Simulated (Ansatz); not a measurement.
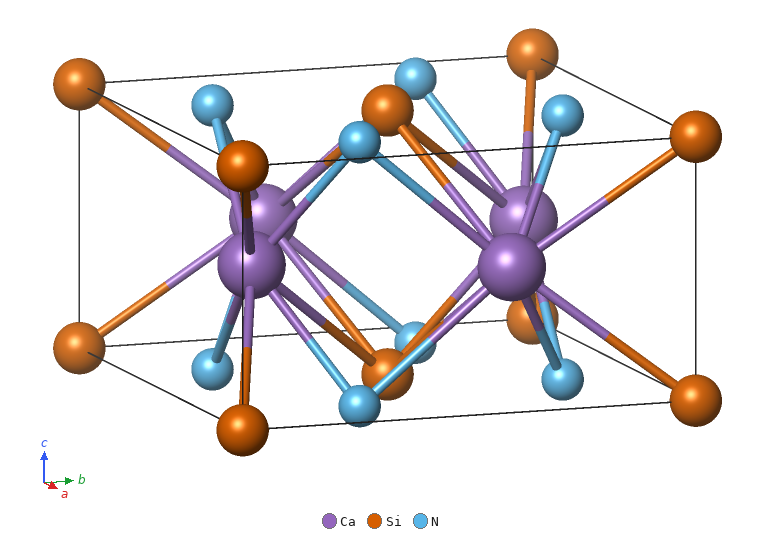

View slightly off an axis, drawn as a ball-and-stick model. One simulation cell is outlined, and atoms on its boundary appear in each equivalent place.

```
CELL_PARAMETERS angstrom
6.21206 0.00000 0.00000
0.00000 6.21206 0.00000
0.00000 0.00000 3.46074
ATOMIC_POSITIONS crystal
Ca 0.64687 0.14687 0.50000
Ca 0.35313 0.85313 0.50000
Ca 0.14687 0.35313 0.50000
Ca 0.85313 0.64687 0.50000
Si 0.00000 0.00000 0.00000
Si 0.50000 0.50000 0.00000
N 0.17773 0.67773 0.00000
N 0.82227 0.32227 0.00000
N 0.67773 0.82227 0.00000
N 0.32227 0.17773 0.00000
```

Setup: Ansatz, DFT PBE, scalar-relativistic, plane waves, PAW; E_cut = 420 eV, a 6×6×12 k-point grid, Gaussian smearing of 0.1 eV, no spin polarisation.

### Give the Bader charge of each element.

Ca +1.33 e; Si +0.62 e; N -1.64 e.

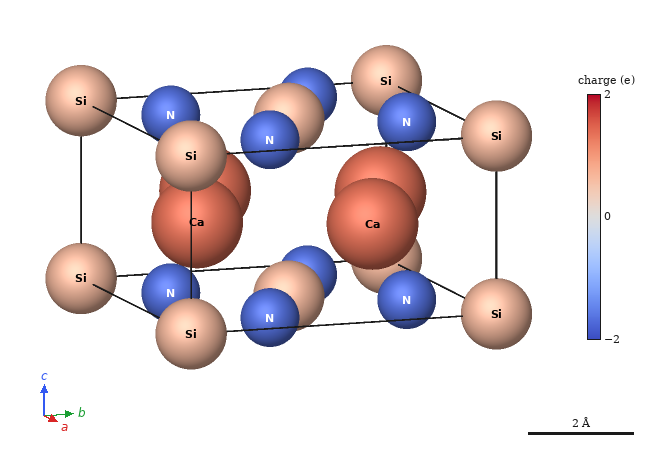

The atoms coloured by those charges.

The structure comes from a structure type filled with these elements by a generator (whether the compound takes this form wasn't checked). Earlier steps of the study, as a rule a relaxation of our own, may have changed the cell and positions, so they can lie some per cent off the listed ones. An electronic-structure calculation with Ansatz was run on it.
